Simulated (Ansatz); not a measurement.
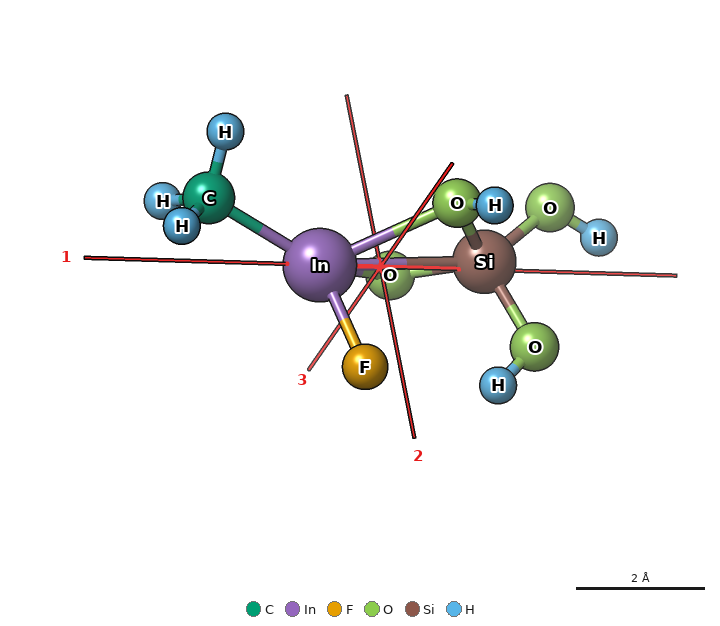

The three principal axes of inertia are drawn and numbered. Distant atoms are faded towards the background colour. The computed structure is the end point of a PBE0-D4/def2-TZVP optimisation. Masses are those of the most abundant isotopes; constants are for the rigid equilibrium geometry.

Question: Which line is the a axis (least moment of inertia), which b and which c?

Answer: a is line 1, b is line 2, c is line 3; the moments are 208, 685, 776 u Å².

Question: Classify the rotor and give the rotational constants (GHz).

Answer: An asymmetric top (C1): A = 2.43, B = 0.738, C = 0.651 GHz. Ray's parameter κ is −0.90, close to the prolate limit.
